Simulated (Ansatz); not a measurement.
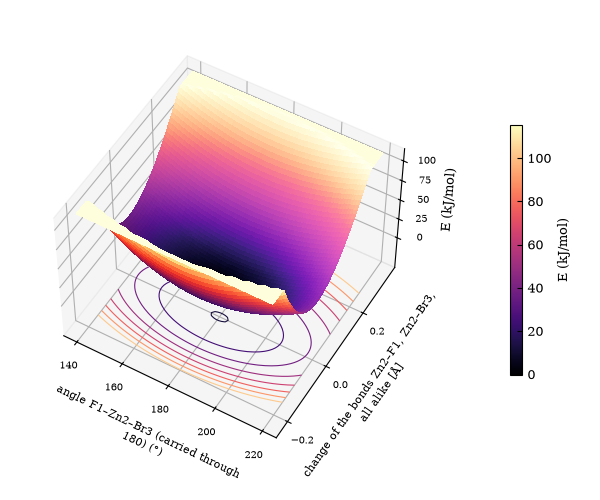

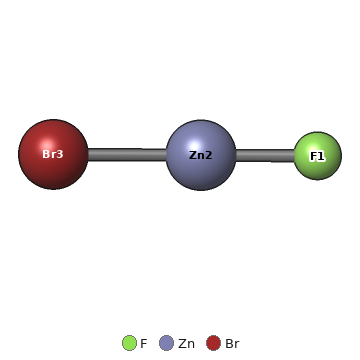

Energy landscape of BrFZn, SMILES [F][Zn][Br]. Coordinates scanned: (1) angle F1–Zn2–Br3 (carried through 180); (2) change of the bonds Zn2–F1, Zn2–Br3, all alike. Nothing is relaxed (all other coordinates rigid). The scan uses a 13 × 13 grid; 91 points were computed and 78 follow by symmetry. Points are written as (first, second). All energies are given in kJ/mol relative to the lowest grid point. Computed with RKS PBE0-D4/def2-TZVP in Ansatz 0.2.0.

Drawn: a relief with its contours projected below, any walls above the top of the colour scale cut off. Between grid points the surface is interpolated. The second picture is the structure at the lowest point.

> Where are the wells?

The lowest grid point is at (180.0°, 0.013 Å). No other kind of well shows on this grid. The highest grid point, (140.0°, −0.217 Å), lies 183 kJ/mol above the lowest. Round the minimum the two coordinates are nearly uncoupled.

Grid values (kJ/mol):

| second ↓, first → | 140.0 | 146.7 | 153.3 | 160.0 | 166.7 | 173.3 | 180.0 | 186.7 | 193.3 | 200.0 | 206.7 | 213.3 | 220.0 |
| --- | --- | --- | --- | --- | --- | --- | --- | --- | --- | --- | --- | --- | --- |
| 0.336 | 149 | 142 | 137 | 132 | 129 | 127 | 127 | 127 | 129 | 132 | 137 | 142 | 149 |
| 0.290 | 124 | 117 | 111 | 107 | 103 | 101 | 101 | 101 | 103 | 107 | 111 | 117 | 124 |
| 0.244 | 101 | 93 | 87 | 82 | 79 | 77 | 76 | 77 | 79 | 82 | 87 | 93 | 101 |
| 0.198 | 80 | 72 | 65 | 60 | 56 | 54 | 53 | 54 | 56 | 60 | 65 | 72 | 80 |
| 0.152 | 62 | 53 | 46 | 41 | 37 | 34 | 34 | 34 | 37 | 41 | 46 | 53 | 62 |
| 0.105 | 47 | 38 | 31 | 25 | 21 | 18 | 17 | 18 | 21 | 25 | 31 | 38 | 47 |
| 0.059 | 38 | 28 | 20 | 14 | 9 | 7 | 6 | 7 | 9 | 14 | 20 | 28 | 38 |
| 0.013 | 35 | 24 | 16 | 9 | 4 | 1 | 0 | 1 | 4 | 9 | 16 | 24 | 35 |
| −0.033 | 39 | 28 | 19 | 11 | 6 | 3 | 2 | 3 | 6 | 11 | 19 | 28 | 39 |
| −0.079 | 54 | 41 | 31 | 24 | 18 | 14 | 13 | 14 | 18 | 24 | 31 | 41 | 54 |
| −0.125 | 80 | 67 | 56 | 48 | 41 | 38 | 36 | 38 | 41 | 48 | 56 | 67 | 80 |
| −0.171 | 122 | 108 | 96 | 87 | 80 | 76 | 75 | 76 | 80 | 87 | 96 | 108 | 122 |
| −0.217 | 183 | 168 | 155 | 145 | 138 | 133 | 132 | 133 | 138 | 145 | 155 | 168 | 183 |

Each point was launched as `ansatz run input.yaml --threads 1 --pin off --max-ram 2560MiB --backend cpu --events-out ev --progress --plain --runs-dir out`. Time for the 91 points that were run: 7.9 min on 1 thread of Intel(R) Xeon(R) Processor @ 2.70GHz, on a shared host.
